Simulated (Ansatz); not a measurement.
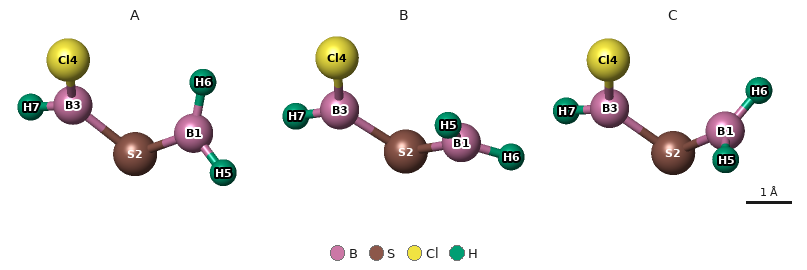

3 geometries from a converged minimum-energy path of B2H3SCl, shuffled. Style: ball-and-stick. Shown from a free direction.

Level of theory: Ansatz, RHF/def2-SVP. Settings: 7 movable images; climbing image; force threshold 0.05 eV/Å; iteration limit 60; starting path through a guess of the saddle point.

### Which frame is the transition state?

C. In order along the path, whose images run from 0 to 8: B (image 1, +3.7 kJ/mol), C (image 4, +34.8 kJ/mol), A (image 6, +16.0 kJ/mol). The motion is a rotation about the B1–S2 bond by about 180°. No bond forms or breaks between the ends. Bond angles that change up to the highest image, for instance: B1–S2–B3 108.7° → 100.4°, S2–B1–H6 115.4° → 119.0°.
